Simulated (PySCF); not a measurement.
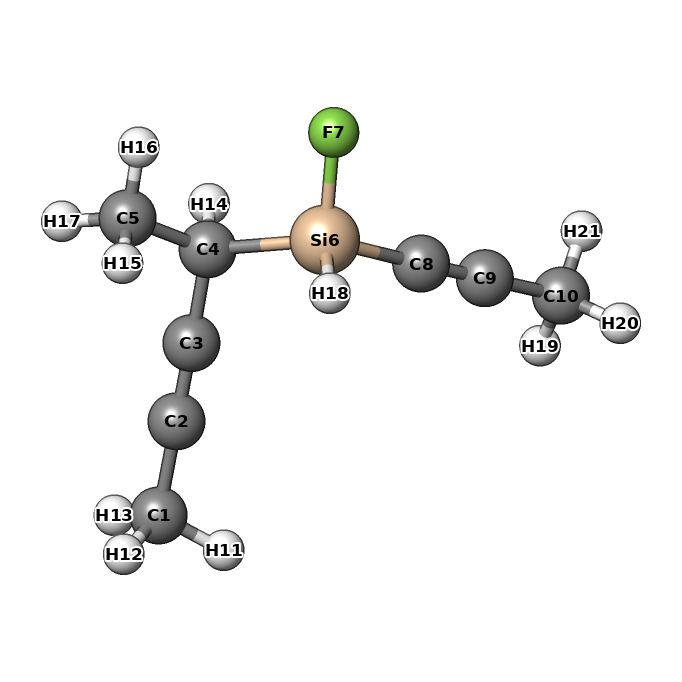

Every bond is drawn as one stick. Computed geometry: GFN2-xTB optimisation. No frequency run is at hand to confirm it as a minimum. Computed with PBE0/pcSseg-1 (PySCF 2.14.0).

Which bond between heavy atoms has the lowest Mayer bond order?

Answer. C4–Si6, 0.85, at 1.914 Å.

List the Mayer bond orders of C1–C2, C2–C3, C3–C4, C4–C5, C4–Si6, Si6–F7, Si6–C8, C8–C9, C9–C10 (bonds between heavy atoms, one of each equivalent set).

```json
{"bond": "C1–C2", "Mayer order": "1.23", "length (Å)": "1.448"}
{"bond": "C2–C3", "Mayer order": "2.59", "length (Å)": "1.199"}
{"bond": "C3–C4", "Mayer order": "1.00", "length (Å)": "1.449"}
{"bond": "C4–C5", "Mayer order": "1.04", "length (Å)": "1.534"}
{"bond": "C4–Si6", "Mayer order": "0.85", "length (Å)": "1.914"}
{"bond": "Si6–F7", "Mayer order": "0.93", "length (Å)": "1.622"}
{"bond": "Si6–C8", "Mayer order": "1.01", "length (Å)": "1.839"}
{"bond": "C8–C9", "Mayer order": "2.48", "length (Å)": "1.205"}
{"bond": "C9–C10", "Mayer order": "1.18", "length (Å)": "1.444"}
```

The geometry is semi-empirical. Around Si such bond lengths and angles can be off by a tenth of an ångström or more and by several degrees, and values that hang on the shape move with them.
